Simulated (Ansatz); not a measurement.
## Electronic structure of B2H5NSi in real space

Input file:

```
crystal:
  periodic: [false, false, false]
  atoms:
    - {symbol: N, position_ang: [-0.645027, 1.208839, -1.286896]}
    - {symbol: B, position_ang: [0.333518, 0.517533, -0.632770]}
    - {symbol: B, position_ang: [1.332134, -0.357591, 0.159262]}
    - {symbol: Si, position_ang: [-0.007388, -1.148977, 1.182054]}
    - {symbol: H, position_ang: [-0.866251, 1.049631, -2.256855]}
    - {symbol: H, position_ang: [-1.201626, 1.926193, -0.852083]}
    - {symbol: H, position_ang: [2.497655, -0.309521, 0.383694]}
    - {symbol: H, position_ang: [-1.443406, -1.063625, 0.800528]}
    - {symbol: H, position_ang: [0.088991, -1.868682, 2.486068]}
basis:
  gaussian: {orbitals: def2-TZVPP}
hamiltonian: {xc: pbe0, dispersion: d4}
output: {orbitals: {seedname: orbitals}}
```

Run with:

```sh
ansatz run in.yaml --threads 2 --pin off --events-out ev --progress --plain --max-ram 4352MiB
```

Geometry: PBE0-D4/def2-TZVP.

Level of theory: RKS PBE0-D4/def2-TZVPP in Ansatz.

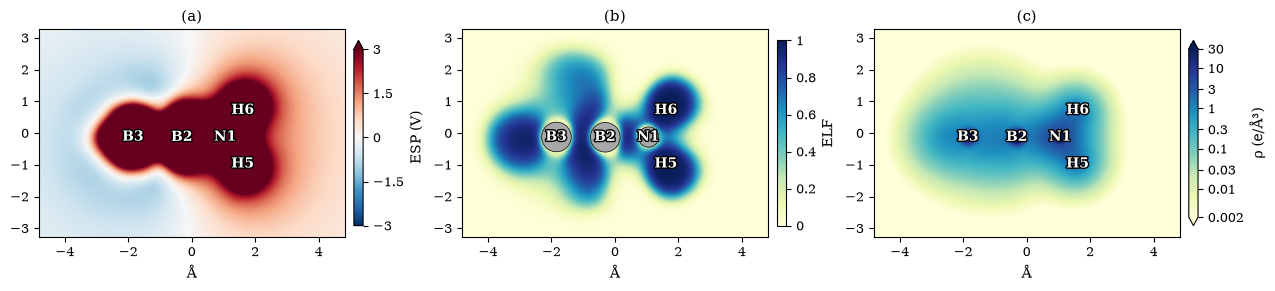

Figure 1. (a) molecular electrostatic potential; (b) electron localisation function; (c) total electron density on the plane of atoms B2, N1 and H5. Grey discs cover the atomic cores in the ELF map.

Q: What does the map show?

A: The plane passes through N, B and H nuclei. B–N (1.37 Å): ρ is about 2.1 e/Å³ halfway; the ELF peaks at about 0.90 between the atoms, as expected for a short, strongly polar bond. B–B (1.55 Å): ρ at the midpoint is about 1.2 e/Å³; the ELF peaks at about 0.95 between the atoms (localised, covalent bonding). N–H (1.01 Å): ρ is about 2.9 e/Å³ halfway; the ELF climbs to about 1 towards the hydrogen, as it does in any bond to H (an ordinary covalent bond to hydrogen). Outside the dense part of the molecule the potential is most negative (−1.0 V) near H7, which lies off the plane.

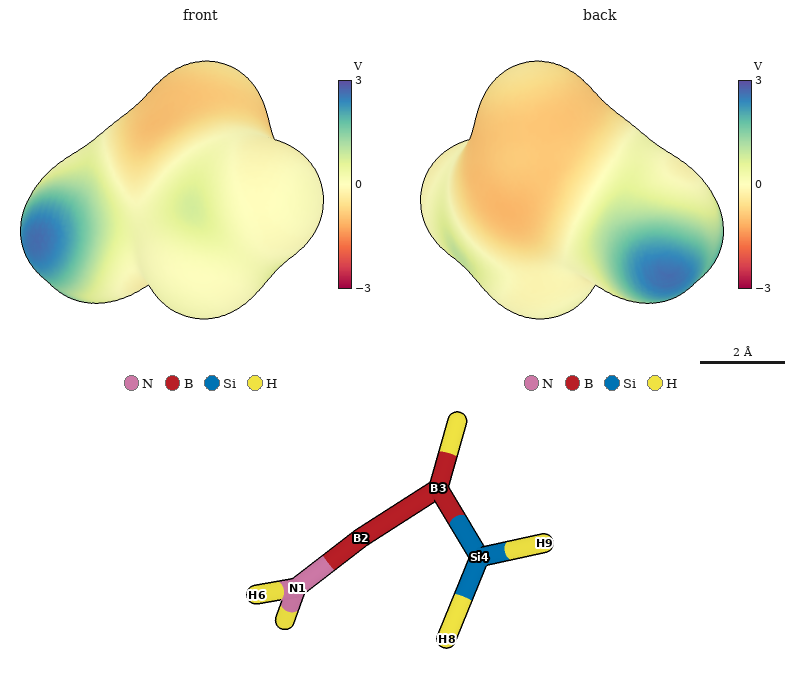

Figure 2. The molecular electrostatic potential painted on the density surface at 0.002 e/bohr³, seen from the front and from behind; the colour scale runs from red (negative) to blue (positive). The bare structure is drawn below in the same view.

Q: Which sites attract a positive test charge, and which a negative one?

A: A positive charge is drawn to the negative regions and a negative charge to the positive ones. The most negative region (about −1.0 V) lies over H7, the most positive (about +2.6 V) over H5 and H6.

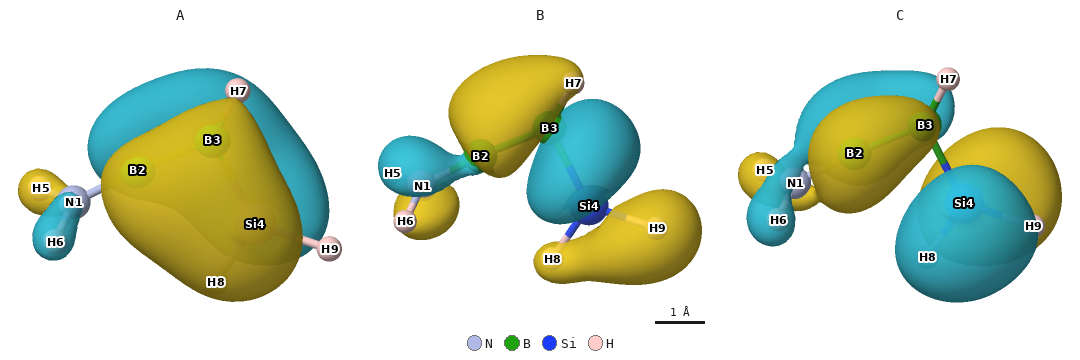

Figure 3. Three frontier orbitals at ±0.08 Å⁻³ᐟ² (yellow and cyan are the two phases), in no order.

Q: Which picture is the HOMO−1, the HOMO and the LUMO?

A: B is the HOMO−1 (−7.70 eV). Its weight (Hirshfeld) is mainly on B3 (about 30 %), Si4 (about 30 %), B2 (about 15 %), H9 (about 10 %) and N1 (about 5 %). A is the HOMO (−5.97 eV). Its weight (Hirshfeld) is mainly on Si4 (about 35 %), B3 (about 30 %) and B2 (about 25 %); π-bonding across Si4–B3. C is the LUMO (−1.60 eV). By Hirshfeld shares it lies mainly on Si4 (about 50 %), B2 (about 25 %) and B3 (about 10 %).

Q: What is the HOMO–LUMO gap?

A: 4.37 eV between the orbital energies.
